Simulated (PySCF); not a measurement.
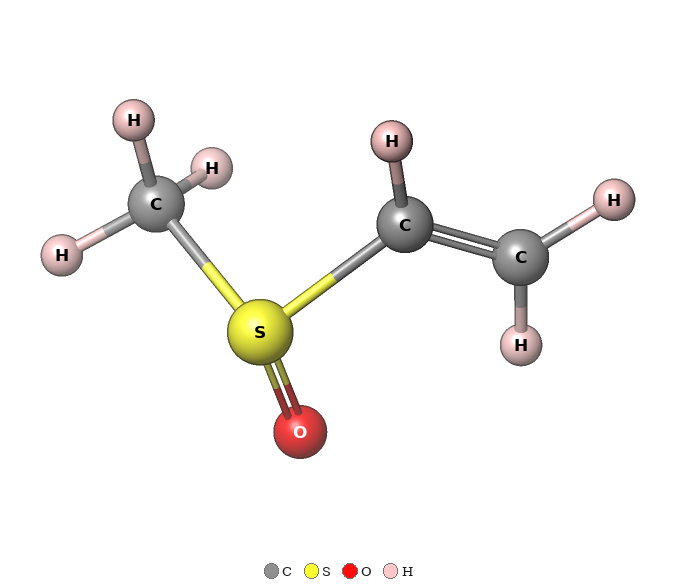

Distant atoms are faded towards the background colour. Computed geometry: PBE0-D3(BJ)/def2-SVP optimisation. No frequency run is at hand to confirm it as a minimum.

Which symmetry elements does this geometry have?

It has no symmetry element but the identity, so the point group is C1. The group has 1 operation. The geometry is chiral, and symmetry allows a dipole moment.
